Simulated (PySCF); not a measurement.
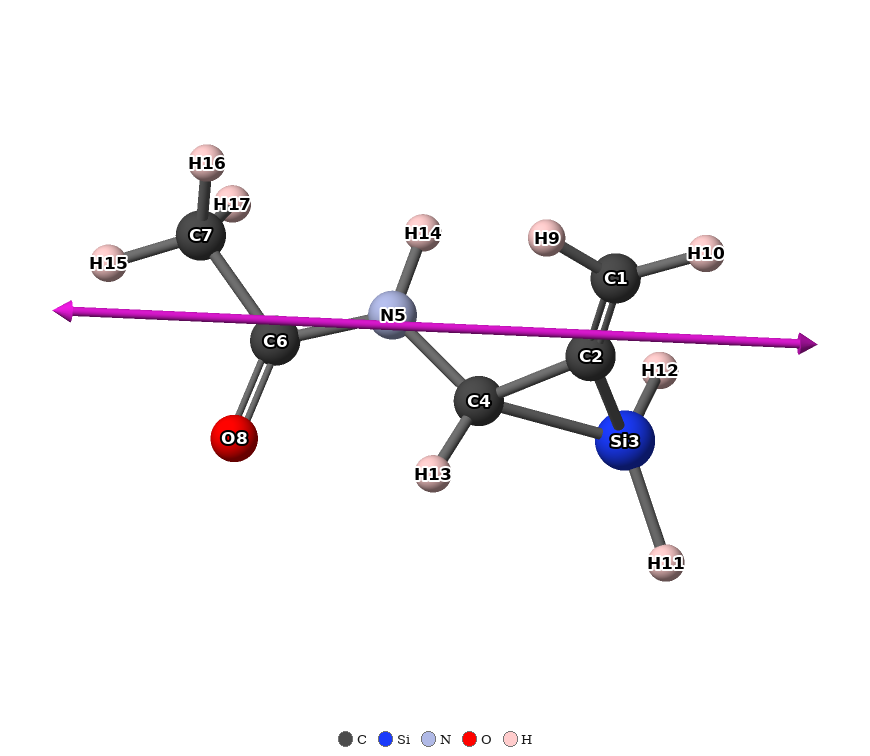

The double arrow shows the direction of the transition dipole to excited singlet state 5 (its length means nothing). The geometry was computed by an optimisation with GFN2-xTB. No frequency run is at hand to confirm it as a minimum. Method: TDDFT CAM-B3LYP/def2-SVPD, vertical, gas phase, core orbitals frozen in the response (PySCF 2.14.0).

### Give its energy, strength and character.

6.02 eV (206 nm), oscillator strength 0.13, mainly HOMO → LUMO+2 (weight 0.79); transition dipole 2.35 D.

The geometry is semi-empirical. Around Si such bond lengths and angles can be off by a tenth of an ångström or more and by several degrees, and values that hang on the shape move with them.
